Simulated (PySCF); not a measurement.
Vertical excitations of a molecule C₃H₁₀BN from TDDFT-PBE/def2-SVPD (PySCF), as energy in eV (oscillator strength): 5.88 (0.011), 6.37 (0.258), 6.59 (0.006), 6.84 (0.001), 6.91 (0.012), 7.07 (0.001), 7.47 (0.003), 7.55 (0.001), 7.77 (0.061), 7.96 (0.015). Lowest triplet (TDA): 4.88 eV. Geometry optimised at PBE0-D3(BJ)/def2-SVP. The geometry has at least one imaginary mode, so it is a saddle point at that level. Other conformers were not sampled.

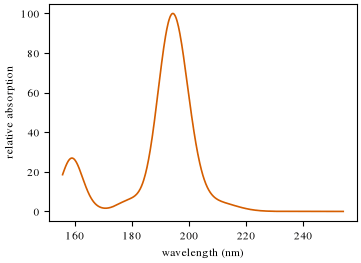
Fig. 1. The lines broadened by 0.4 eV.

Which structure fits?
A. CCB(C)N
B. CNB(C)C
C. BN(C)CC
D. CBN(C)C

D, CBN(C)C
